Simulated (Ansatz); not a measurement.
# C₂H₄GeN radical: how energies converge with the basis set

Aim: see how fast density functionals converge with the basis set for C₂H₄GeN radical.

Program: Ansatz 0.2.0, Gaussian basis. Level of theory: one geometry, several basis sets. These are calculated values, not measurements.

Levels to be run: PBE0-D4/def2-SVP; ωB97M-V/def2-SVP; PBE0-D4/def2-QZVPP; ωB97M-V/def2-QZVPP; the functionals' def2-TZVPP values are taken from earlier runs.

## (1) The geometry

All runs share one geometry, relaxed beforehand with PBE0-D4 in a triple-zeta def2 set.

SMILES `[C]#[C][GeH2][NH2]`, 8 atoms, charge 0, spin multiplicity 2.

Atoms are counted from 1 here; the program's logs count them from 0.

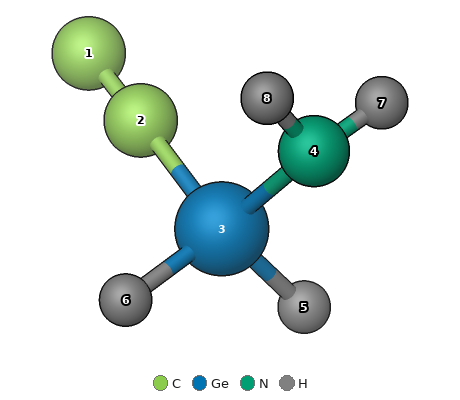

The geometry (carbon green, germanium blue, nitrogen teal, hydrogen grey); atoms are numbered from 1 in the order of the file.

## (2) PBE0-D4 in def2-SVP

Contents of in.yaml:

```yaml
crystal:
  periodic: [false, false, false]
  atoms:
    - {symbol: C, position_ang: [2.268065, -0.503193, 1.728119]}
    - {symbol: C, position_ang: [1.371257, -0.065910, 1.036389]}
    - {symbol: Ge, position_ang: [-0.038278, 0.656755, -0.051274]}
    - {symbol: N, position_ang: [-1.064952, -0.643226, -0.826569]}
    - {symbol: H, position_ang: [0.619513, 1.472872, -1.167059]}
    - {symbol: H, position_ang: [-0.937823, 1.491850, 0.863689]}
    - {symbol: H, position_ang: [-0.563361, -1.238956, -1.470932]}
    - {symbol: H, position_ang: [-1.562121, -1.227192, -0.168162]}
basis:
  gaussian: {orbitals: def2-SVP}
magnetization: {spin_polarized: true, initial_magnetization: 1}
hamiltonian: {xc: pbe0, dispersion: d4}
output: {orbitals: {seedname: orbitals}}
```

On the command line:

```
$ ansatz run in.yaml --threads 4 --pin off --events-out ev --progress --plain --max-ram 10444MiB
```

After this run come: ωB97M-V in def2-SVP; PBE0-D4 in def2-QZVPP; ωB97M-V in def2-QZVPP.

**Question.** What will the summary of the whole plan be? Wanted: PBE0-D4: double and triple zeta above quadruple; ωB97M-V: double and triple zeta above quadruple.

As calculated:

| quantity | value |
| --- | --- |
| PBE0-D4: double and triple zeta above quadruple | 12.78, 1.43 eV |
| ωB97M-V: double and triple zeta above quadruple | 12.87, 1.38 eV |

**Reading.** PBE0-D4 gains 11.35 eV from double to triple zeta, then 1.43 eV more. These are total energies; as a rule much of such shifts cancels in differences, which this series doesn't test.
